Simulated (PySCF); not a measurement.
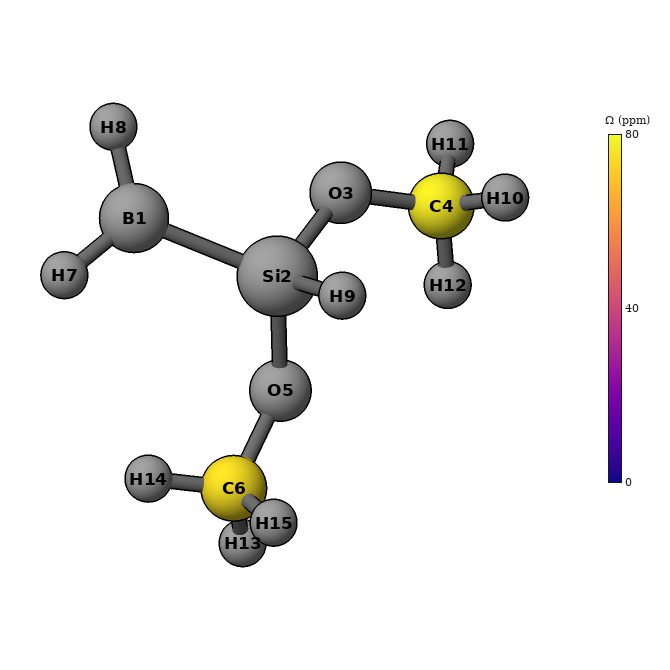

The C atoms are coloured by the span of their shielding tensor. The geometry was computed by an optimisation with GFN2-xTB. No frequency run is at hand to confirm it as a minimum. Level of theory: GIAO PBE0/pcSseg-1 NMR shielding, non-relativistic, gas phase (PySCF 2.14.0). Principal shieldings σ11 ≤ σ22 ≤ σ33, span Ω = σ33 − σ11, skew κ = 3(σiso − σ22)/Ω.

Give the shielding tensors of the C atoms.

```csv
atom,σ11,σ22,σ33,σiso,Ω,κ
C4,106.7,111.7,184.0,134.1,77.4,0.87
C6,109.4,111.9,184.6,135.3,75.2,0.93
```

Shieldings and span in ppm.

The geometry is semi-empirical. Around B, Si such bond lengths and angles can be off by a tenth of an ångström or more and by several degrees, and values that hang on the shape move with them.
